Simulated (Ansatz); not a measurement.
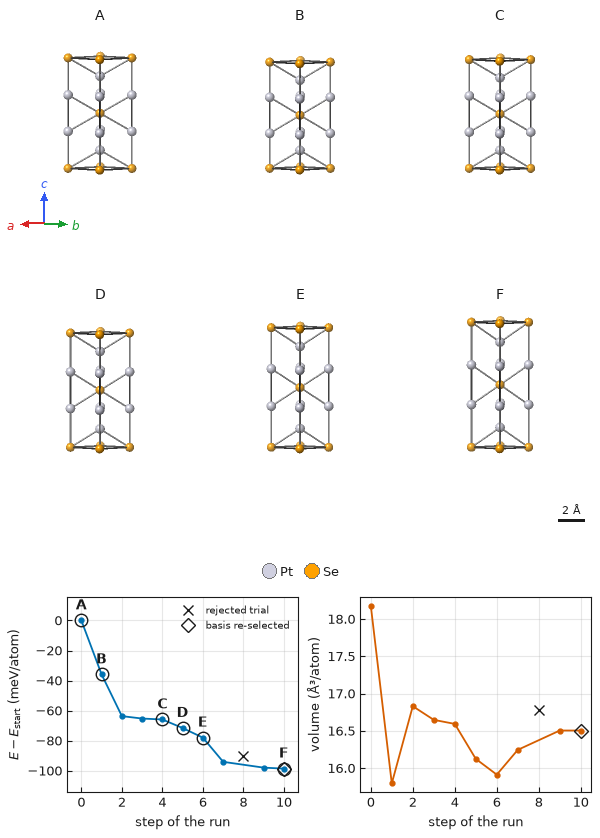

Frames of a relaxation of a crystal of Pt$_{2}$Se (built on the MoSi2 (C11b)_139 type) (coarse preliminary run), marked on the history of the run. The picture is a ball-and-stick view of the conventional cell (2 times the calculation's cell), seen from a free direction. Lengths and directions refer to the drawn axes.

Case: MoSi2 (C11b) type (I4/mmm, No. 139).

Level of theory: DFT PBE, scalar-relativistic, plane waves, PAW (Ansatz). Settings: plane-wave cutoff 420 eV; k-point mesh 6 × 6 × 6; occupations gaussian; smearing width 0.1 eV; no spin polarisation; cell and atoms relaxed; force threshold 0.04 eV/Å; at most 70 steps.

Describe the path.

Answer. The largest moves relative to the cell, 0.058 Å, are those of Pt atoms. Se stays in place. The drawn cell changes as follows: a = b 3.543 → 3.173 Å (−10.4 %), c 8.691 → 9.835 Å (+13.2 %); the volume changes by −9.2 %. Near-neighbour distances that change, for instance: Pt–Se 2.911 → 3.352 Å, Se–Se 3.543 → 3.173 Å, Pt–Se 2.886 → 2.736 Å. Bond angles that change, for instance: Se–Pt–Se 120.4° → 110.2°, Se–Pt–Se 75.7° → 70.9°. The space group stays I4/mmm (No. 139). The energy falls by 98.6 meV per atom in 8 accepted moves (10 points after the start). The largest force component goes from 0.28 to 0.0046 eV/Å. Pressure: −11.81 GPa at the start and 0.16 GPa at the end. The line search rejected the trial step at point 8 of the run. At 1 point the geometry stayed and the basis and grid were re-selected for the new cell (energy shift of 0.7 meV per atom at most each time). The run took 37 s on 1 thread of Arm Neoverse V1, on a shared host, peak memory 0.35 GiB. From step 0 to 1: Pt atoms move most (0.04 Å), volume −13.1 %, energy −35.9 meV per atom. From step 1 to 4: Pt atoms move most (0.03 Å), volume +5.1 %, energy −30.0 meV per atom. From step 4 to 5: Pt atoms move most (0.05 Å), volume −2.8 %, energy −5.7 meV per atom. From step 5 to 6: Pt atoms move most (0.04 Å), volume −1.3 %, energy −6.4 meV per atom. From step 6 to 10: Pt atoms move most (0.03 Å), volume +3.7 %, energy −20.6 meV per atom.
